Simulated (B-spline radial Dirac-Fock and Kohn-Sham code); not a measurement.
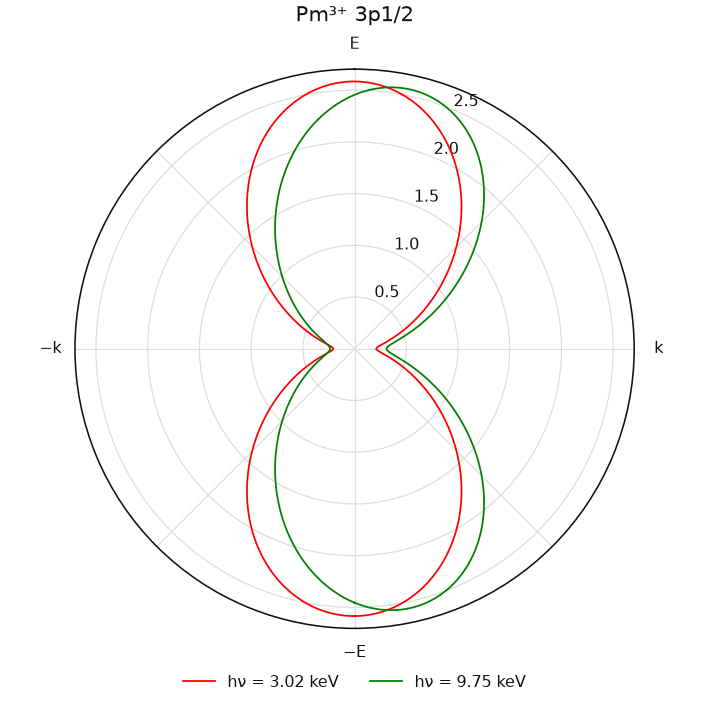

Angular distribution of photoelectrons from M2 (3p1/2) in the plane of the polarisation E (up) and the photon direction k (right), relative to an isotropic one. The figure is for Pm³⁺. Computed with a B-spline radial code: a Dirac–Hartree–Slater potential; 1 + βP₂(cos θ) + (δ + γ cos²θ) sin θ cos φ with E1 and E1–E2 terms. Open shells are averaged over j.

Q: Is the pattern at 9.75 keV symmetric between forward and backward?

A: No: 45° forward of E it is 1.8 times the value 45° backward, from the non-dipole terms.

Q: What are β, γ and δ at 9.75 keV?

A: β = 1.455, γ = 0.984, δ = 0.036.
